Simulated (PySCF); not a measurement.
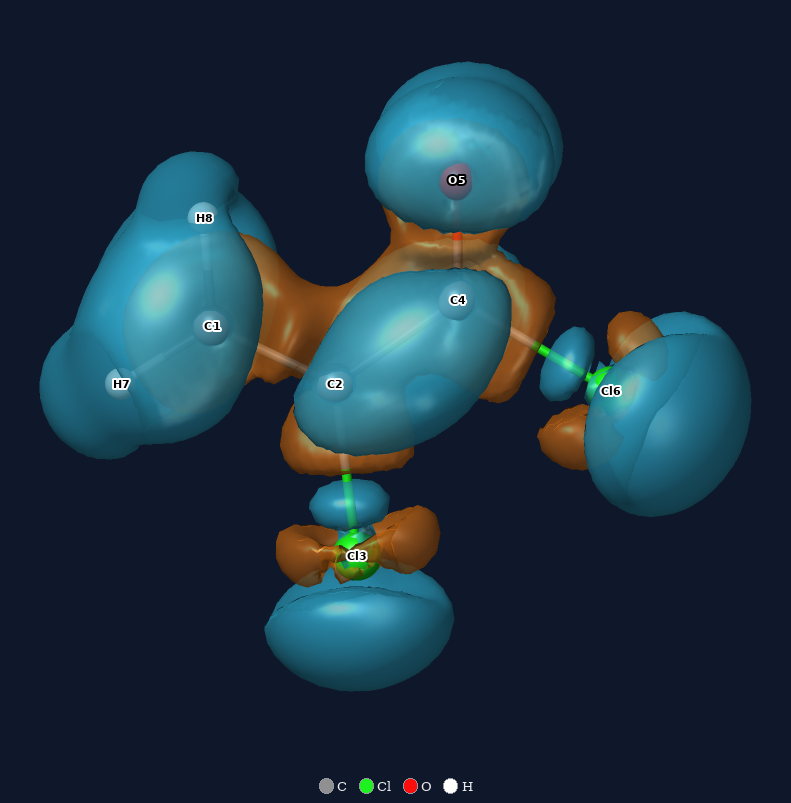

*C3H2Cl2O, SMILES `C=C(Cl)C(=O)Cl`. Fukui function f⁺ = ρ(N+1) − ρ(N) at fixed geometry, surfaces at ±0.01 e/Å³ (light blue positive, orange negative).*

Method: PBE/6-31+G*; geometry: GFN2-xTB; program: PySCF. No frequency check shows the geometry to be a minimum. GFN2-xTB bond lengths at metals and heavier atoms can be off by up to 0.1 Å and shapes distorted, which carries into these values.

Cartesian coordinates (Å):

```
C1       1.5641   -1.5453    0.0000
C2       0.7713   -0.4747    0.0000
Cl3      1.3981    1.1248    0.0000
C4      -0.6985   -0.6479    0.0000
O5      -1.2616   -1.6961    0.0000
Cl6     -1.6036    0.8497    0.0000
H7       2.6361   -1.4618    0.0000
H8       1.1278   -2.5295    0.0000
```

Q: Which atoms respond most to the addition of an electron?

A: f⁺ (Hirshfeld-condensed) is largest on C1 (0.20), Cl6 (0.17) and O5 (0.14); the vertical electron affinity is 0.75 eV (the stability of the anion's solution wasn't checked; the anion's highest orbital has positive energy, so this value and f⁺ depend on the basis). Condensed values hint at sites of nucleophilic attack but needn't mark the atom that reacts. Shares this close don't rank the sites. Orbital relaxation makes it negative in places (0.18 e in all).

```tsv
atom	f⁺	charge
C1	+0.20	−0.05
C2	+0.09	−0.01
Cl3	+0.13	−0.01
C4	+0.13	+0.14
O5	+0.14	−0.19
Cl6	+0.17	−0.03
H7	+0.07	+0.07
H8	+0.06	+0.07
```
